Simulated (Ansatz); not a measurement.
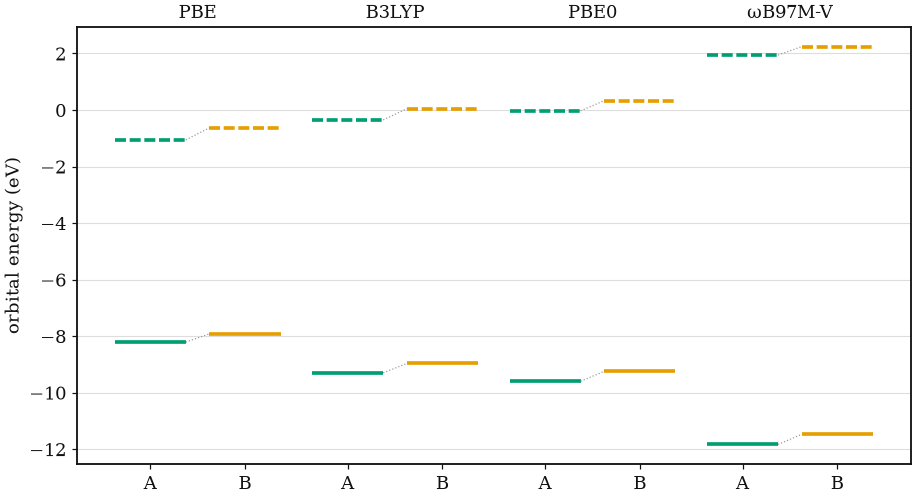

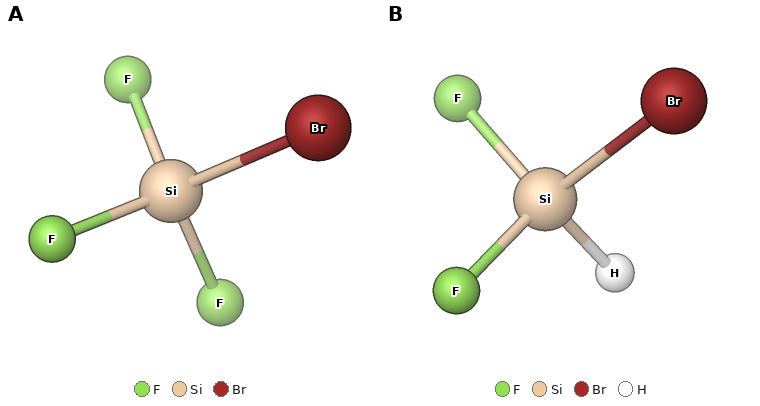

One change: A, SiBrF₃ (SMILES F[Si](F)(F)Br), becomes B, SiHBrF₂ (SMILES F[SiH](F)Br). F on Si is replaced by H. HOMO (solid) and LUMO (dashed) computed in def2-TZVPP at PBE0-D4/def2-TZVP geometries, both minima by their frequencies, gas phase, the Ansatz code 0.2.0. Empty levels above zero depend strongly on the basis.

What does the change do to HOMO and LUMO?

Answer. PBE: the HOMO rises by 0.29 eV, the LUMO rises by 0.42 eV, and the separation goes from 7.16 to 7.29 eV. B3LYP: the HOMO rises by 0.33 eV, the LUMO rises by 0.40 eV, and the separation goes from 8.95 to 9.01 eV. PBE0: the HOMO rises by 0.35 eV, the LUMO rises by 0.36 eV, and the separation goes from 9.57 to 9.58 eV. ωB97M-V: the HOMO rises by 0.36 eV, the LUMO rises by 0.30 eV, and the separation goes from 13.78 to 13.72 eV.

Do the functionals agree on the effect?

Answer. They agree on the direction for both levels; the HOMO shift lies between 0.29 and 0.36 eV and the LUMO shift between 0.30 and 0.42 eV, while the separations themselves differ by up to 6.6 eV between functionals.
